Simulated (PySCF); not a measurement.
hydrogen peroxide (H2O2), SMILES OO. Atoms are numbered in the order given.

```xyz
4

O      0.1403    -0.7170     0.0000
O     -0.1403     0.7170     0.0000
H     -0.7681    -1.0474     0.0000
H      0.7681     1.0474     0.0000
```
Charge 0, spin multiplicity 1.

Geometry optimised at B3LYP-D3(BJ)/def2-TZVP. A frequency run showed that this geometry is not a minimum.

Lowest vertical singlet excitation by several levels in PySCF, with rough processor times relative to the cheapest run on one machine. Each run also gave further roots (ADC and EOM-CCSD ionised and attached states too); roots are paired by order and the bases differ. EOM-CCSD serves as a yardstick, not as the true value; all levels that ended soundly for this molecule are listed, with differences from unrounded values.

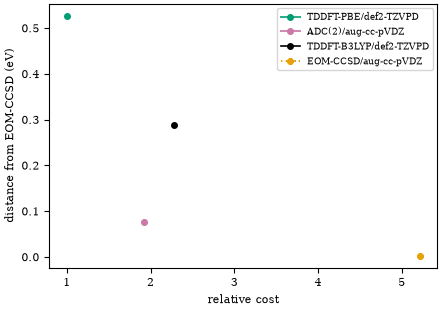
Figure: Cost against distance from EOM-CCSD for the lowest singlet.

| level | relative cost | S1 (eV) | S1 minus EOM-CCSD (eV) |
|---|---|---|---|
| TDDFT-PBE/def2-TZVPD | 1 | 4.68 | -0.53 |
| ADC(2)/aug-cc-pVDZ | 2 | 5.13 | -0.07 |
| TDDFT-B3LYP/def2-TZVPD | 2 | 4.92 | -0.29 |
| EOM-CCSD/aug-cc-pVDZ | 5 | 5.21 | 0.00 |
